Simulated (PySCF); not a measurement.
The calculation's input:

```
{"job": {"kind": "nmr", "xc": "PBE0", "basis": "pcSseg-1"}, "charge": 0, "multiplicity": 1}
C      2.126110    -1.096982     0.781485
Si     0.661355     0.005969     1.255271
C     -0.488845     0.382743    -0.236500
C      0.264279     0.960658    -1.434273
C     -1.604027     1.348513     0.167496
C     -1.115654    -0.906890    -0.626670
N     -0.862378    -1.916231     0.073739
H      2.687949    -0.683502    -0.050355
H      1.797966    -2.092212     0.505430
H      2.805747    -1.188903     1.621613
H     -0.114918    -0.530115     2.370728
H      1.202337     1.321040     1.661939
H      0.740211     1.899013    -1.157681
H     -0.413414     1.153984    -2.267217
H      1.033463     0.270582    -1.773935
H     -2.163975     0.952541     1.011394
H     -1.178411     2.305567     0.458920
H     -2.296183     1.516696    -0.658759
H     -1.776324    -0.902359    -1.506802
H     -1.310437    -2.789434    -0.198857
```

Command:

```sh
OMP_NUM_THREADS=1 python probes_run.py task.json out
```

Geometry: GFN2-xTB.

Computed with PBE0/pcSseg-1, SCF density, gas phase, non-relativistic (PySCF 2.14.0).

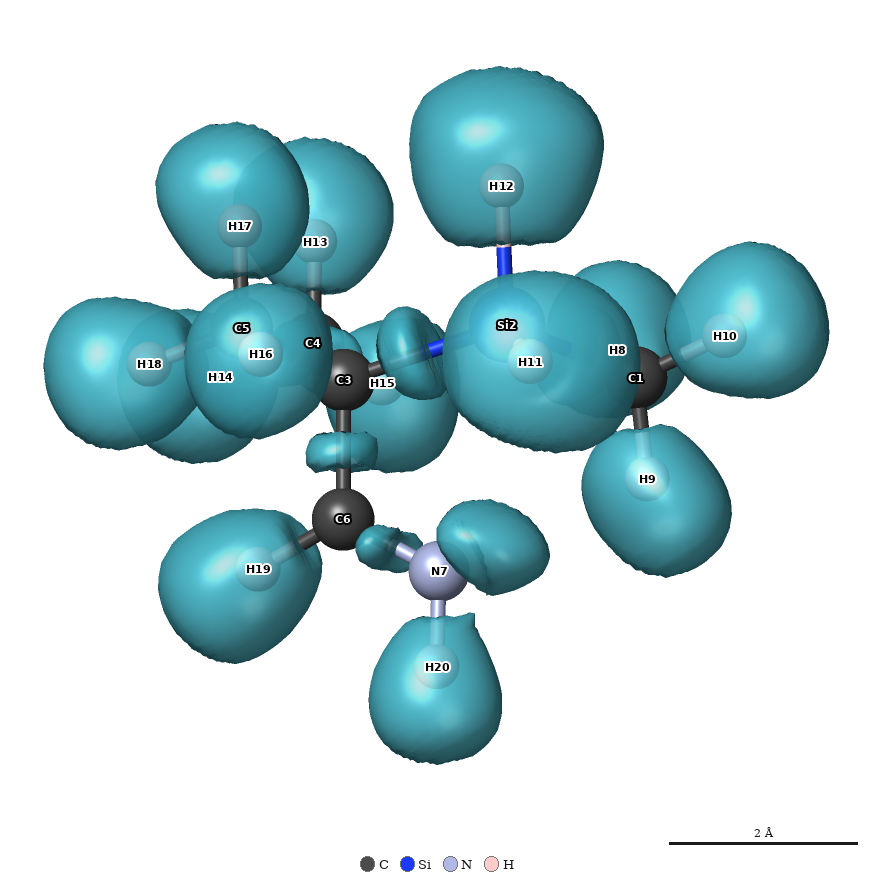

C₅H₁₃NSi (SMILES [H]/N=C/C(C)(C)[SiH2]C). Isosurface of the ELF at 0.85 (cyan), seen at a tilt. Core shells and regions of very low density are left out.

Identify the bonds, lone pairs and shells in this picture.

Answer. At this value the surface marks out three regions between bonded C–C atoms (shared pairs), one region between bonded C–N atoms (shared pairs), two regions between bonded C–Si atoms (shared pairs), 13 regions around hydrogen nuclei and one lobe on N, pointing away from the bonds (lone pairs).

Values along the shortest contacts:
C–N (1.25 Å): the ELF peaks at about 0.90 between the atoms; a multiple bond. C–C (1.49 Å): the ELF peaks at about 0.95 between the atoms: a covalent bond.
